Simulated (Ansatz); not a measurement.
**One shape, several levels: doublet H3NO+**

Wanted: a comparison of 6 runs (UHF/STO-3G, UHF/def2-TZVPP, U-wB97X/def2-TZVPP, UCAM-B3LYP/def2-TZVPP, UMP2/def2-TZVPP, UCCSD(T)/def2-TZVPP) of doublet H3NO+. 

The calculation is run with Ansatz 0.2.0.

54 further runs of the same task are left out: 54 set aside as unsound or not needed.

### Step 1. The system as given

H3NO+ has 5 atoms, charge +1, and is taken as a doublet. SMILES of the parent species: `NO`. The coordinates come from a PBE0-D4/def2-TZVP relaxation. This is one conformer, not always the lowest. That shape belongs to the parent species and isn't relaxed for this state.

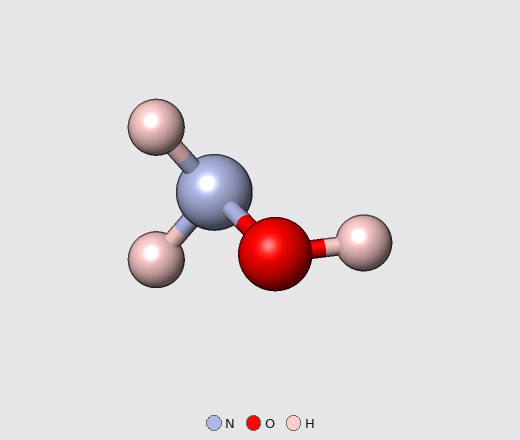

The structure, seen from a chosen angle (nitrogen light blue, oxygen red, hydrogen pink).

### Step 2. The energy at UHF/STO-3G (run 1)

Contents of in.yaml:

```yaml
crystal:
  periodic: [false, false, false]
  atoms:
    - {symbol: N, position_ang: [-0.165120, -0.361290, -0.321170]}
    - {symbol: O, position_ang: [0.364460, 0.666040, 0.508060]}
    - {symbol: H, position_ang: [-0.162690, -1.190020, 0.266770]}
    - {symbol: H, position_ang: [-1.141650, -0.109840, -0.446210]}
    - {symbol: H, position_ang: [1.105010, 0.995100, -0.007440]}
basis:
  gaussian: {orbitals: STO-3G}
output: {orbitals: {seedname: orbitals}}
total_charge: 1
accuracy: high
hamiltonian: {xc: hf}
magnetization: {spin_polarized: true, initial_magnetization: 1}
```

Run with:

```
$ ansatz run in.yaml --threads 1 --pin off --max-ram 3480MiB --events-out events.jsonl --progress --plain --runs-dir runs
```

What it wrote:

```text
Warning: RAYON_NUM_THREADS=1 ignored (pool sized by the plan → 1); use --threads N
Functional definition: HF
  name "HF"
  exchange = exact_x
  correlation = 0
209 factors; integrals over basis functions are off by at most 2.3e-8 eV
mean field evaluation 1: about -3507.2642 eV, gradient 1.8e1 eV
mean field evaluation 2: about -3507.3703 eV, gradient 1.8e1 eV
mean field evaluation 4: about -3509.6652 eV, gradient 2.3e0 eV
mean field evaluation 8: about -3509.8042 eV, gradient 1.2e-3 eV
mean field evaluation 16: about -3508.7485 eV, gradient 8.6e0 eV
mean field -3509.80052919 eV, -128.9827904197 hartree, gradient 1.3e-8 eV, S^2 0.760184; 1 other end points of the search recorded, 0 dependent functions left out
reference -3509.80052919 eV, -128.9827904197 hartree; 9, 8 occupied and 4, 5 virtual orbitals, 209 factors
Total energy: -3509.80052919 eV, -128.9827904197 hartree
```

Wall time 0.08 s (1 thread of Arm Neoverse V2, shared host).

### Step 3. The energy at UHF/def2-TZVPP (run 2)

Contents of in.yaml:

```yaml
crystal:
  periodic: [false, false, false]
  atoms:
    - symbol: N
      position_ang: [-0.165120, -0.361290, -0.321170]
    - symbol: O
      position_ang: [0.364460, 0.666040, 0.508060]
    - symbol: H
      position_ang: [-0.162690, -1.190020, 0.266770]
    - symbol: H
      position_ang: [-1.141650, -0.109840, -0.446210]
    - symbol: H
      position_ang: [1.105010, 0.995100, -0.007440]
basis:
  gaussian:
    orbitals: def2-TZVPP
output: {orbitals: {seedname: orbitals}}
magnetization:
  spin_polarized: true
  initial_magnetization: 1
hamiltonian:
  xc: hf
total_charge: 1
accuracy: high
```

Run with:

```
$ ansatz run in.yaml --threads 1 --pin off --max-ram 3480MiB --events-out events.jsonl --progress --plain --runs-dir runs
```

What it wrote:

```text
Warning: RAYON_NUM_THREADS=1 ignored (pool sized by the plan → 1); use --threads N
[... 4 set-up lines as earlier in the session ...]
1821 factors; integrals over basis functions are off by at most 3.5e-9 eV
mean field evaluation 1: about -3552.8345 eV, gradient 3.2e1 eV
mean field evaluation 2: about -3552.8359 eV, gradient 3.2e1 eV
mean field evaluation 4: about -3556.4500 eV, gradient 3.7e0 eV
mean field evaluation 8: about -3556.6167 eV, gradient 1.4e-1 eV
mean field evaluation 16: about -3554.1902 eV, gradient 2.0e1 eV
mean field -3556.61730566 eV, -130.7032752211 hartree, gradient 1.6e-8 eV, S^2 0.761591; 1 other end points of the search recorded, 0 dependent functions left out
reference -3556.61730566 eV, -130.7032752211 hartree; 9, 8 occupied and 95, 96 virtual orbitals, 1821 factors
Total energy: -3556.61730566 eV, -130.7032752211 hartree
```

Wall time 3 s (1 thread of Arm Neoverse V2, shared host); peak memory 0.24 GiB.

### Step 4. The energy at U-wB97X/def2-TZVPP (run 3)

Contents of molecule.yaml:

```yaml
crystal:
  periodic: [false, false, false]
  atoms:
    - {symbol: "N", position_ang: [-0.165120, -0.361290, -0.321170]}
    - {symbol: O, position_ang: [0.364460, 0.666040, 0.508060]}
    - {symbol: H, position_ang: [-0.162690, -1.190020, 0.266770]}
    - {symbol: H, position_ang: [-1.141650, -0.109840, -0.446210]}
    - {symbol: H, position_ang: [1.105010, 0.995100, -0.007440]}
basis:
  gaussian: {orbitals: def2-TZVPP}
total_charge: 1
magnetization: {spin_polarized: true, initial_magnetization: 1}
hamiltonian: {xc: {name: wB97X}}
accuracy: high
output: {orbitals: {seedname: orbitals}}
```

Run with:

```
$ ansatz run molecule.yaml --threads 1 --pin off --max-ram 3480MiB --events-out events.jsonl --progress --plain --runs-dir runs
```

What it wrote (excerpt; [...] marks lines left out):

```text
Warning: RAYON_NUM_THREADS=1 ignored (pool sized by the plan → 1); use --threads N
Functional definition: wB97X
  name "wB97X"
[...]
      + exact_x_lr(omega)
[...]
      + integral(e_c_pw_opposite_spin*poly(b97_u_opposite, 1, cos1, cos2, cos3, cos4))
1821 factors; integrals over basis functions are off by at most 3.5e-9 eV
229 factors; integrals over basis functions are off by at most 1.6e-9 eV
[...]
mean field -3574.34707388 eV, -131.3548321855 hartree, gradient 5.5e-8 eV, S^2 0.754560; 2 other end points of the search recorded, 0 dependent functions left out
reference -3574.34707196 eV, -131.3548321150 hartree; 9, 8 occupied and 95, 96 virtual orbitals, 1821 factors
Total energy: -3574.34707196 eV, -131.3548321150 hartree
```

It took 29 s on 1 thread of Arm Neoverse V2, shared host; peak memory 0.5 GiB.

Runs 4 to 5 aren't shown in full; the table further down has their settings and results.

### Step 5. A single-point energy at UCCSD(T)/def2-TZVPP (run 6)

Changes to molecule.yaml since step 4:

```diff
@@ -9,7 +9,13 @@
 basis:
-  gaussian: {orbitals: def2-TZVPP}
+  gaussian:
+    orbitals: def2-TZVPP
 total_charge: 1
-magnetization: {spin_polarized: true, initial_magnetization: 1}
-hamiltonian: {xc: {name: wB97X}}
+magnetization:
+  spin_polarized: true
+  initial_magnetization: 1
+correlation:
+  method: ccsd_t
+  frozen_orbitals: {H: 0, "N": 1, O: 1}
 accuracy: high
-output: {orbitals: {seedname: orbitals}}
+scf:
+  omitted_lower_state_checks: [cluster_reference, increment]
```

Run with:

```
$ ansatz run molecule.yaml --threads 1 --pin off --max-ram 3480MiB --events-out events.jsonl --progress --plain --runs-dir runs
```

What it wrote:

```text
Warning: RAYON_NUM_THREADS=1 ignored (pool sized by the plan → 1); use --threads N
[... 12 lines left out ...]
2 core orbitals not correlated: weight in the atoms' cores, before any rotation towards them, 1.000 or more for the frozen orbitals, at most 0.000 for the correlated occupied ones
[... 32 lines left out ...]
Total energy: -3568.94146001 eV, -131.1561795400 hartree
Checks for a lower state left out: cluster_reference, increment
```

Wall time 48 s (1 thread of Arm Neoverse V2, shared host); peak memory 1.7 GiB.

### Step 6. All runs side by side

```tsv
run	level	frozen core orbitals	energy (Eh)	HOMO energy (eV)	LUMO energy (eV)	⟨S²⟩	wall time
1	UHF/STO-3G	–	-128.982790	-20.79	-5.78	0.760	0.08 s
2	UHF/def2-TZVPP	–	-130.703275	-22.11	-7.50	0.762	3 s
3	U-wB97X/def2-TZVPP	–	-131.354832	-19.84	-11.03	0.755	29 s
4	UCAM-B3LYP/def2-TZVPP	–	-131.339829	-18.88	-12.24	0.754	7.5 s
5	UMP2/def2-TZVPP	2	-131.119765	–	–	0.762	3.3 s
6	UCCSD(T)/def2-TZVPP	2	-131.156180	–	–	0.762	48 s
```

### Step 7. What came out

```
                                          quantity          value
                               run 6: total energy  -131.15618 Eh
run 6: correlation energy (2 core orbitals frozen)     -452.9 mEh
                             run 6: (T) correction     -15.85 mEh
          run 6: ⟨S²⟩ of the reference determinant          0.762
                              run 6: T1 diagnostic          0.025
```

What this shows: Below the UHF energy at the same shape and in the same basis (def2-TZVPP): UMP2 -416.5 mEh; UCCSD(T) -452.9 mEh. Totals of different functionals can't be ranked against each other. In run 1 the basis is minimal, so the values are rough. All runs together took 91 s, the longest 48 s.
